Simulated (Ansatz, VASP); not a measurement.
# Na (Na(110)) in two plane-wave programs

One calculation is typed for both programs; each brings its own data sets and cutoff. How far apart do they land?

Main program and level: Ansatz 0.2.0; plane waves, with VASP 6.6.1 beside it; band structure at r2SCAN.

**1. The starting structure**

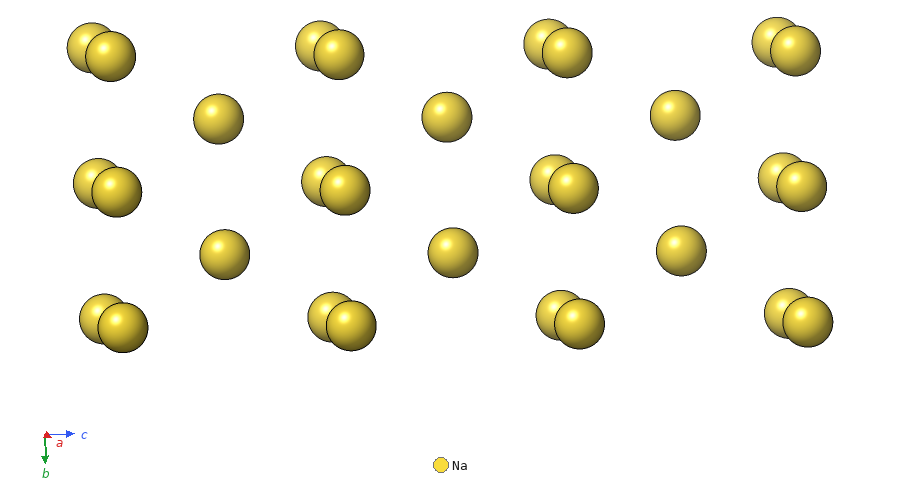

The starting structure, seen from the side, with the c axis across the page (sodium yellow). 1×2×1 cells are drawn. Some periodic images of atoms are drawn too.

The cell holds 7 atoms: 7 Na. Its edges and angles: a = 3.663 Å, b = 3.663 Å, c = 35.946 Å, α = 90.0°, β = 90.0°, γ = 70.5°. Vacuum lies along c.

**2. VASP: band structure, r2SCAN**

The same path points are solved in both programs, so levels can be compared one by one.

Lines of VASP's logs that name or quote its potential files are left out, and so is its time.

The input, INCAR:

```
SYSTEM = Na
PREC = Normal
ENCUT = 300
EDIFF = 1E-06
NELM = 120
ISMEAR = -1
SIGMA = 0.1
LREAL = .FALSE.
ALGO = Normal
METAGGA = R2SCAN
LASPH = .TRUE.
NBANDS = 21
LORBIT = 11
LWAVE = .FALSE.
LCHARG = .TRUE.
IDIPOL = 3
LDIPOL = .TRUE.
DIPOL = 0.5 0.5 0.5
LVHAR = .TRUE.
LVACPOTAV = .TRUE.
LELF = .TRUE.
NEDOS = 1500
```

The input, POSCAR:

```
Na
1.0
    2.9910616844     -2.1150000000      0.0000000000
    2.9910616844      2.1150000000      0.0000000000
    0.0000000000      0.0000000000     35.9463701065
Na
7
Direct
    0.0000000000      0.0000000000      0.2503729855
    0.5000000000      0.5000000000      0.3335819903
    0.0000000000      0.0000000000      0.4167909952
    0.5000000000      0.5000000000      0.5000000000
    0.0000000000      0.0000000000      0.5832090048
    0.5000000000      0.5000000000      0.6664180097
    0.0000000000      0.0000000000      0.7496270145
```

The input, KPOINTS:

```
Automatic mesh
0
Gamma
12 12 1
0 0 0
```

The input, KPOINTS_OPT:

```
Line mode
14
Line-mode
Reciprocal
  0.00000000   0.00000000   0.00000000 GAMMA
  0.37500000  -0.37500000   0.00000000 X

  0.37500000  -0.37500000   0.00000000 X
  0.62500000   0.37500000   0.00000000 A1

  0.62500000   0.37500000   0.00000000 A1
  0.50000000   0.50000000   0.00000000 Y

  0.50000000   0.50000000   0.00000000 Y
  0.00000000   0.00000000   0.00000000 GAMMA
```

Potentials, in the order of the species: Na (PBE family, release 64).

Run with:

```console
$ mpirun -np 2 vasp_std
```

Numbers of over 12 decimals in the logs are rounded to 6 here.

Log:

```text
[banner, memory and clock lines left out]
running    2 mpi-ranks, on    1 nodes
 distrk:  each k-point on    2 cores,    1 groups
 distr:  one band on    1 cores,    2 groups

 POSCAR found type information on POSCAR Na
 POSCAR found :  1 types and       7 ions
|                                                                             |
|               ----> ADVICE to this user running VASP <----                  |
|                                                                             |
|     You enforced a specific xc type in the INCAR file but a different       |
|     [... a line on the potential file left out ...]
|     I HOPE YOU KNOW WHAT YOU ARE DOING!                                     |
|                                                                             |

 LDA part: xc-table for (None), standard interpolation
|                                                                             |
|           W    W    AA    RRRRR   N    N  II  N    N   GGGG   !!!           |
|           W    W   A  A   R    R  NN   N  II  NN   N  G    G  !!!           |
|           W    W  A    A  R    R  N N  N  II  N N  N  G       !!!           |
|           W WW W  AAAAAA  RRRRR   N  N N  II  N  N N  G  GGG   !            |
|           WW  WW  A    A  R   R   N   NN  II  N   NN  G    G                |
|           W    W  A    A  R    R  N    N  II  N    N   GGGG   !!!           |
|                                                                             |
|     The number of bands has been changed from the values supplied in        |
|     The orbitals not found in the WAVECAR file will be initialized with     |
|     random numbers, which is usually adequate. For correlated               |
|     calculations, however, you should redo the groundstate calculation.     |
|     I found NBANDS = 21. Now, NBANDS = 22.                                  |
|                                                                             |

 POSCAR, INCAR and KPOINTS ok, starting setup
 FFT: planning ... GRIDC
 FFT: planning ... GRID_SOFT
 FFT: planning ... GRID
 WAVECAR not read
 entering main loop
       N       E                     dE             d eps       ncg     rms          rms(c)
DAV:   1    -0.179624516092E+02   -0.17962E+02   -0.10720E+03  1892   0.113E+02
DAV:   2    -0.244836545416E+02   -0.65212E+01   -0.62775E+01  2408   0.235E+01
DAV:   3    -0.247247326181E+02   -0.24108E+00   -0.23861E+00  2440   0.395E+00
DAV:   4    -0.247321762983E+02   -0.74437E-02   -0.74412E-02  2610   0.633E-01
DAV:   5    -0.247325033607E+02   -0.32706E-03   -0.32704E-03  2708   0.123E-01    0.897E-01
DAV:   6    -0.246997098291E+02    0.32794E-01   -0.47860E+00  2716   0.175E+00    0.922E-01
DAV:   7    -0.244953452881E+02    0.20436E+00   -0.22195E+00  2410   0.129E+00    0.484E-01
DAV:   8    -0.244719886380E+02    0.23357E-01   -0.29261E-01  2318   0.758E-01    0.182E-01
DAV:   9    -0.244738300320E+02   -0.18414E-02   -0.99119E-02  1952   0.338E-01    0.127E-01
DAV:  10    -0.244713885577E+02    0.24415E-02   -0.17586E-02  2174   0.181E-01    0.394E-02
DAV:  11    -0.244721449310E+02   -0.75637E-03   -0.17769E-03  1964   0.888E-02    0.201E-02
DAV:  12    -0.244725283476E+02   -0.38342E-03   -0.37275E-04  2050   0.427E-02    0.120E-02
DAV:  13    -0.244729977720E+02   -0.46942E-03   -0.43635E-04  2030   0.331E-02    0.680E-03
DAV:  14    -0.244731928040E+02   -0.19503E-03   -0.67406E-05  2044   0.175E-02    0.456E-03
DAV:  15    -0.244733334806E+02   -0.14068E-03   -0.28791E-05  1976   0.954E-03    0.235E-03
DAV:  16    -0.244733649206E+02   -0.31440E-04   -0.82613E-06  2050   0.424E-03    0.961E-04
DAV:  17    -0.244733881858E+02   -0.23265E-04   -0.51651E-06  1934   0.416E-03    0.576E-04
DAV:  18    -0.244733985788E+02   -0.10393E-04   -0.90132E-07  2150   0.227E-03    0.240E-04
DAV:  19    -0.244734039974E+02   -0.54187E-05   -0.34499E-07  2202   0.183E-03    0.196E-04
DAV:  20    -0.244734069969E+02   -0.29995E-05   -0.39992E-07  1978   0.179E-03    0.804E-05
DAV:  21    -0.244734075528E+02   -0.55585E-06   -0.10758E-07  1942   0.118E-03
|                                                                             |
|           W    W    AA    RRRRR   N    N  II  N    N   GGGG   !!!           |
|           W    W   A  A   R    R  NN   N  II  NN   N  G    G  !!!           |
|           W    W  A    A  R    R  N N  N  II  N N  N  G       !!!           |
|           W WW W  AAAAAA  RRRRR   N  N N  II  N  N N  G  GGG   !            |
|           WW  WW  A    A  R   R   N   NN  II  N   NN  G    G                |
|           W    W  A    A  R    R  N    N  II  N    N   GGGG   !!!           |
|                                                                             |
|     Did not find any points to average over, which means that no vacuum     |
|     field-free region was found. Please increase the size of  your cell     |
|     in the dimension of the dipole correction to obtain accurate            |
|     workfunction values.                                                    |
|                                                                             |

   1 F= -.24473408E+02 E0= -.24415126E+02  d E =-.116563E+00
 Start KPOINTS_OPT (optional k-point list driver)
k-point batch [1-43\56]
       N       E                     dE             ncg
DAV:   1     0.238756492873E+03   -0.57906E+04     1892
DAV:   2    -0.152334699320E+03   -0.39109E+03     2480
DAV:   3    -0.171806063640E+03   -0.19471E+02     2440
DAV:   4    -0.172128788147E+03   -0.32272E+00     2510
DAV:   5    -0.172141083546E+03   -0.12295E-01     2576
DAV:   6    -0.172141520271E+03   -0.43673E-03     2714
DAV:   7    -0.172141524921E+03   -0.46498E-05     2352
DAV:   8    -0.172141525068E+03   -0.14727E-06     1648
k-point batch [44-56\56]
       N       E                     dE             ncg
DAV:   1     0.490617264110E+04   -0.11292E+04      572
DAV:   2     0.483930752527E+04   -0.66865E+02      690
DAV:   3     0.483706930634E+04   -0.22382E+01      816
DAV:   4     0.483701552630E+04   -0.53780E-01      820
DAV:   5     0.483701237266E+04   -0.31536E-02      832
DAV:   6     0.483701231674E+04   -0.55928E-04      852
DAV:   7     0.483701231332E+04   -0.34126E-05      744
DAV:   8     0.483701231331E+04   -0.17909E-07      612
```

Parts of OUTCAR (step 2):

```text
ion  position               nearest neighbor table
   1  0.000  0.000  0.250-   2 3.66   2 3.66
   2  0.500  0.500  0.334-   1 3.66   1 3.66   3 3.66   3 3.66
   3  0.000  0.000  0.417-   4 3.66   4 3.66   2 3.66   2 3.66
   4  0.500  0.500  0.500-   3 3.66   5 3.66   3 3.66   5 3.66
   5  0.000  0.000  0.583-   4 3.66   4 3.66   6 3.66   6 3.66
   6  0.500  0.500  0.666-   7 3.66   7 3.66   5 3.66   5 3.66
   7  0.000  0.000  0.750-   6 3.66   6 3.66

  LATTYP: Found a base centered orthorhombic cell.
 ALAT       =     4.2300000000
 B/A-ratio  =     1.4142135624
 C/A-ratio  =     8.4979598361

 Subroutine GETGRP returns: Found  8 space group operations
 (whereof  8 operations were pure point group operations)

The static configuration has the point symmetry D_2h.

 Found     43 irreducible k-points:

   k-points           NKPTS =     43   k-points in BZ     NKDIM =     43   number of bands    NBANDS=     22

   dimension x,y,z NGX =    16 NGY =   16 NGZ =  160
   dimension x,y,z NGXF=    32 NGYF=   32 NGZF=  320

   ENCUT  =  300.0 eV  22.05 Ry    4.70 a.u.   5.17  5.17 50.77*2*pi/ulx,y,z

   NELECT =       7.0000    total number of electrons

 k-points in reciprocal lattice and weights: Automatic mesh
   0.00000000  0.00000000  0.00000000       0.007
   0.08333333  0.00000000  0.00000000       0.028
   0.16666667  0.00000000  0.00000000       0.028
   0.25000000  0.00000000  0.00000000       0.028
   0.33333333  0.00000000  0.00000000       0.028
   0.41666667  0.00000000  0.00000000       0.028
   0.50000000  0.00000000  0.00000000       0.014
   0.08333333  0.08333333  0.00000000       0.014
   0.16666667  0.08333333  0.00000000       0.028
[...]
-0.41666667  0.41666667  0.00000000       0.014
   0.50000000  0.50000000  0.00000000       0.007

 dipolmoment           0.000000      0.000000      0.000000 electrons x Angstroem

 average (electrostatic) potential at core
       1 -49.3937       2 -49.1399       3 -49.1168       4 -49.1220       5 -49.1168
       6 -49.1399       7 -49.3937

 E-fermi :  -0.8339

 k-point     1 :       0.0000    0.0000    0.0000
  band No.  band energies     occupation
    ...
      3      -3.6135      2.00000
      4      -3.0885      2.00000
      5      -2.4239      2.00000
      6      -1.6417      1.99938
      7      -0.7946      0.80590
      8      -0.1422      0.00198
      9       1.1448      0.00000
     10       1.8075      0.00000
     11       2.0241      0.00000
     12       2.8599      0.00000
    ...

 k-point     2 :       0.0833    0.0000    0.0000
  band No.  band energies     occupation
    ...
      2      -3.8855      2.00000
      3      -3.5182      2.00000
      4      -2.9937      2.00000
      5      -2.3298      2.00000
      6      -1.5484      1.99842
      7      -0.7022      0.42260
      8      -0.0524      0.00081
      9       1.2338      0.00000
     10       1.8955      0.00000
     11       2.1113      0.00000
    ...

 k-point     3 :       0.1667    0.0000    0.0000
  band No.  band energies     occupation
    ...
      2      -3.5992      2.00000
      3      -3.2330      2.00000
      4      -2.7102      2.00000
      5      -2.0484      1.99999
      6      -1.2695      1.97465
      7      -0.4263      0.03337
      8       0.2172      0.00005
      9       1.4937      0.00000
     10       2.1550      0.00000
     11       2.3710      0.00000
    ...

  Total       -0.1266358     -0.4613471     -0.4650289     -0.0000000      0.0000000      0.0000000
  in kB       -0.4461143     -1.6252403     -1.6382105     -0.0000000      0.0000000      0.0000000
  external PRESSURE =      -1.2365217 kB  Pullay stress =       0.0000000 kB

  energy-cutoff  :      300.00
  volume of cell :      454.80
      direct lattice vectors                 reciprocal lattice vectors
     2.991061684 -2.115000000  0.000000000     0.167164724 -0.236406619  0.000000000
     2.991061684  2.115000000  0.000000000     0.167164724  0.236406619  0.000000000
     0.000000000  0.000000000 35.946370106     0.000000000  0.000000000  0.027819221

 POSITION                                       TOTAL-FORCE (eV/Angst)
 -----------------------------------------------------------------------------------
      0.00000      0.00000      9.00000        -0.000000      0.000000      0.038887
      2.99106      0.00000     11.99106         0.000000      0.000000     -0.016547
      0.00000      0.00000     14.98212        -0.000000      0.000000     -0.007306
      2.99106      0.00000     17.97319        -0.000000     -0.000000      0.000000
      0.00000      0.00000     20.96425        -0.000000      0.000000      0.007306
      2.99106      0.00000     23.95531         0.000000      0.000000      0.016547
      0.00000      0.00000     26.94637        -0.000000      0.000000     -0.038887
 -----------------------------------------------------------------------------------
    total drift:                               -0.000000     -0.000000      0.000000

  FREE ENERGIE OF THE ION-ELECTRON SYSTEM (eV)
  ---------------------------------------------------
  free  energy   TOTEN  =       -24.4734075528 eV

  energy  without entropy=      -24.3568442477  energy(sigma->0) =      -24.41512590

 vacuum level on the upper side and lower side of the slab         2.018         2.018

 total charge
# of ion       s       p       d       tot
------------------------------------------
    1        0.083   0.018   0.000   0.102
    2        0.079   0.023   0.000   0.102
    3        0.080   0.024   0.000   0.103
    4        0.080   0.024   0.000   0.103
    5        0.080   0.024   0.000   0.103
    6        0.079   0.023   0.000   0.102
    7        0.083   0.018   0.000   0.102
--------------------------------------------------
tot          0.564   0.154   0.000   0.718

[... 3 further parts left out ...]
```

(Continued in part 2 of 2.)

[Lines on the potential files, build, host, timing and source positions are cut from VASP's logs without a mark.]

[Logs are printed without paths, hosts, clocks, repeated set-up lines and the standing remarks that a program may print on its own settings, such as how far it seeks lower states.]

[Hosts, paths, dates, database ids (printed as entryN), source tags and the programs' standing remarks are cut or masked in the printed files.]
